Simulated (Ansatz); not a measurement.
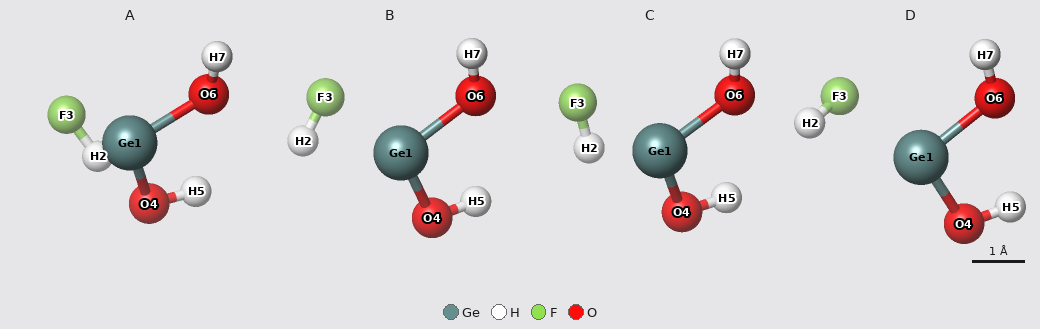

4 geometries from one relaxation of GeH₃O₂F, in shuffled order. A ball-and-stick model, seen at a tilt.

The run prepares an end point of a later path (reaction) calculation, from a guessed geometry.

Computed with RKS PBE/def2-SVP (Ansatz 0.2.0). Set-up: no spin polarisation; force threshold 0.03 eV/Å; at most 50 steps.

Q: Order the frames from highest to lowest energy.

A: D, B, C, A. They are steps 0, 10, 13, 23, at +43.4 kJ/mol, +39.8 kJ/mol, +27.4 kJ/mol relative to the last. After 20 accepted moves (23 points after the start) the energy has fallen by 43.4 kJ/mol. The largest force component goes from 0.19 to 0.019 eV/Å. The line search rejected the trial steps at points 1, 8, 16 of the run. The largest move after the best rigid fit is that of H2, 1.48 Å. By element the largest moves are H 1.48 Å, O 0.81 Å, F 0.57 Å, Ge 0.45 Å. Among the contacts that change: H2–O4 3.605 → 1.493 Å, Ge1–H2 2.750 → 2.205 Å, Ge1–F3 2.877 → 2.363 Å, Ge1–O4 1.801 → 1.903 Å. Bond angles that change, for instance: O4–Ge1–O6 94.6° → 89.9°, Ge1–O4–H5 109.0° → 106.4°. Cost: 44 s on 2 threads of Arm Neoverse V1, on a shared host, peak memory 0.12 GiB.

Limits of the set-up: the start holds two separate molecules, 2.7 Å apart at their closest, whose relative position is a soft coordinate and is computed without a dispersion correction.
